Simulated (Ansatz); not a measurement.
NiRuC₆N₆

The calculation's input:

```
crystal:
  lattice:
    - [0.0, 5.0599386209, 5.0599386209]
    - [5.0599386209, 0.0, 5.0599386209]
    - [5.0599386209, 5.0599386209, 0.0]
  atoms:
    - { symbol: Ni, position: [0.5, 0.5, 0.5], spin: 0.2 }
    - { symbol: Ru, position: [0.0, 0.0, 0.0] }
    - { symbol: C, position: [0.8006781857, 0.1993218143, 0.1993218143] }
    - { symbol: C, position: [0.1993218143, 0.8006781857, 0.1993218143] }
    - { symbol: C, position: [0.1993218143, 0.1993218143, 0.8006781857] }
    - { symbol: C, position: [0.1993218143, 0.8006781857, 0.8006781857] }
    - { symbol: C, position: [0.8006781857, 0.1993218143, 0.8006781857] }
    - { symbol: C, position: [0.8006781857, 0.8006781857, 0.1993218143] }
    - { symbol: "N", position: [0.6852627199, 0.3147372801, 0.3147372801] }
    - { symbol: "N", position: [0.3147372801, 0.6852627199, 0.3147372801] }
    - { symbol: "N", position: [0.3147372801, 0.3147372801, 0.6852627199] }
    - { symbol: "N", position: [0.3147372801, 0.6852627199, 0.6852627199] }
    - { symbol: "N", position: [0.6852627199, 0.3147372801, 0.6852627199] }
    - { symbol: "N", position: [0.6852627199, 0.6852627199, 0.3147372801] }
basis:
  ecutwfc: 420
kpoints:
  mp_grid: { grid: [6, 6, 6] }
hamiltonian:
  xc: pbe
scf:
  occupations: { method: gaussian, width: 0.1 }
output:
  forces: true
  stress: true
  eigenvalues: true
  populations: true
  write_density: true
  write_potential: true
  elf: true
  volumetric_format: npy
magnetization:
  spin_polarized: true
relax:
  adjacent_minimum: "off"
  f_tol: 0.01
  max_steps: 80
  cell: { stress_tol: 0.05 }
```

Run with:

```sh
ansatz run input.yaml --threads 1 --pin off --max-ram 2560MiB --backend cpu --events-out ev --progress --plain --runs-dir out
```

Below, planes, directions and counts refer to the conventional cell (a = 10.12 Å, b = 10.12 Å, c = 10.12 Å, α = 90.00°, β = 90.00°, γ = 90.00°).

The fields are those of the run's last geometry, not of the input's.

Space group Fm-3m; a structure generated by program, which may or may not match a known phase; spin-polarised.

Computed with DFT PBE, scalar-relativistic, plane waves, PAW (Ansatz).

**Predict the valence pseudo-density and electron localisation function between the atoms.**

C–N (1.17 Å): the density is about 3.4 e/Å³ at the midpoint; the ELF peaks at about 0.85 between the atoms.
Ni–N (1.88 Å): ρ is about 0.83 e/Å³ halfway; the ELF peaks at about 0.90 in the valence shell of N, 0.7 Å from its nucleus, and is about 0.35 at the midpoint.
Ru–C (2.02 Å): ρ at the midpoint is about 0.85 e/Å³; the ELF peaks at about 0.90 in the valence shell of C, 0.6 Å from its nucleus, and is about 0.25 at the midpoint.

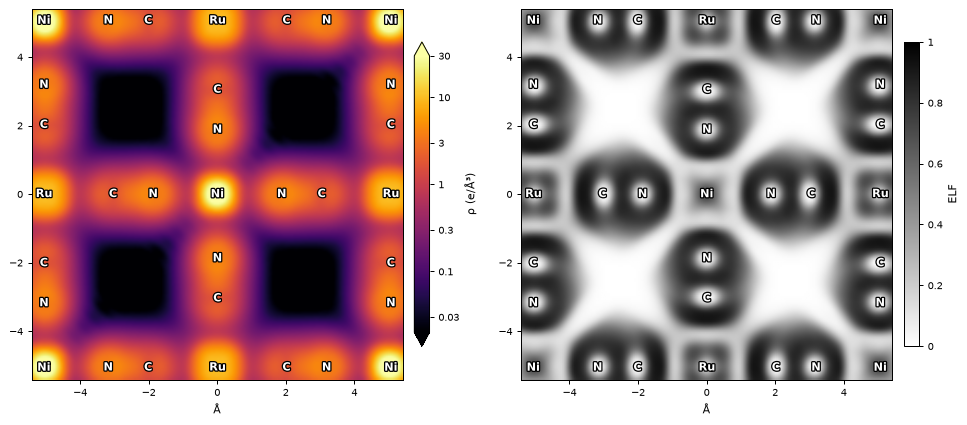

Computed valence pseudo-density and electron localisation function on the (010) plane of the conventional cell, in this order. 

Core electrons are frozen (PAW), and the valence fields are smoothed inside the atomic spheres.
